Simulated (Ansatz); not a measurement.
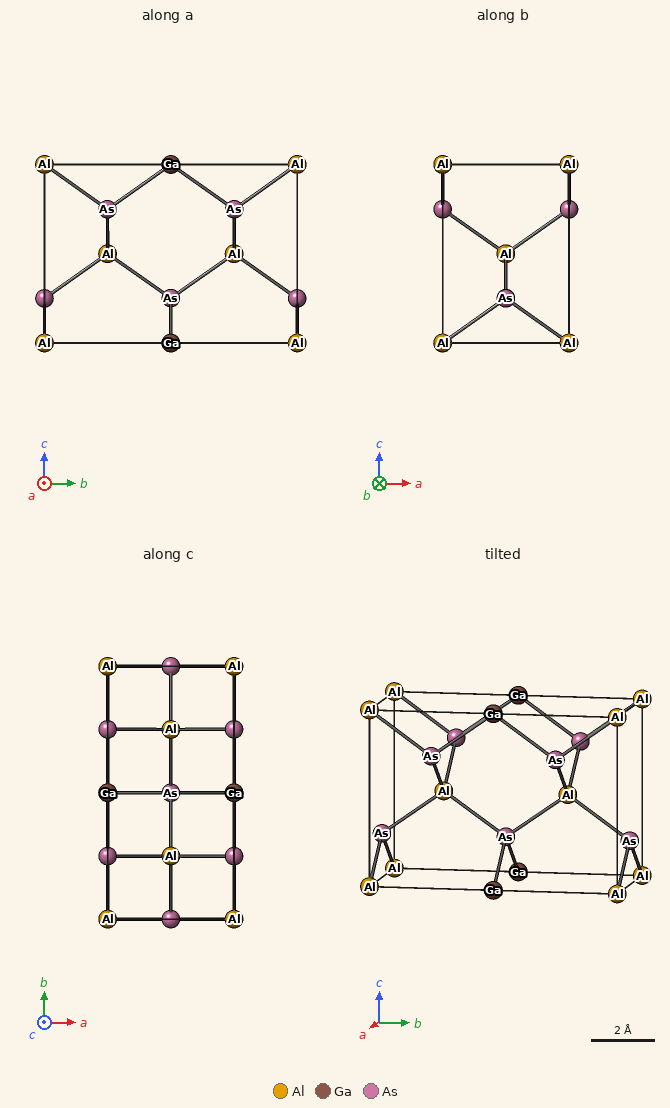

The image is a ball-and-stick drawing of a crystal, viewed along the a axis, along the b axis, along the c axis and slightly off an axis. Atoms at the boundary of the conventional unit cell (the box) are drawn once for each face, edge or corner they touch.

Lattice parameters: a = 4.0552 Å, b = 8.1095 Å, c = 5.7295 Å, α = 90.000°, β = 90.000°, γ = 90.000°.

Question: Reconstruct the structure as a CIF in P1 with every atom of the cell, with free fractional coordinates to two decimals.

Answer:
```cif
data_structure
_symmetry_space_group_name_H-M 'P 1'
_symmetry_Int_Tables_number 1
_cell_length_a 4.0552
_cell_length_b 8.1095
_cell_length_c 5.7295
_cell_angle_alpha 90.000
_cell_angle_beta 90.000
_cell_angle_gamma 90.000
_cell_volume 188.42
loop_
_atom_site_label
_atom_site_type_symbol
_atom_site_fract_x
_atom_site_fract_y
_atom_site_fract_z
_atom_site_occupancy
Al1 Al 0.00 0.00 0.00 1
Al2 Al 0.50 0.25 0.50 1
Al3 Al 0.50 0.75 0.50 1
Ga1 Ga 0.00 0.50 0.00 1
As1 As 0.00 0.75 0.75 1
As2 As 0.50 0.00 0.25 1
As3 As 0.00 0.25 0.75 1
As4 As 0.50 0.50 0.25 1
```

The structure was taken from a structure type filled with these elements by a generator (whether the compound takes this form wasn't checked). It is drawn as it came out of a relaxation with Ansatz 0.2.0, DFT PBE, scalar-relativistic, plane waves, PAW.
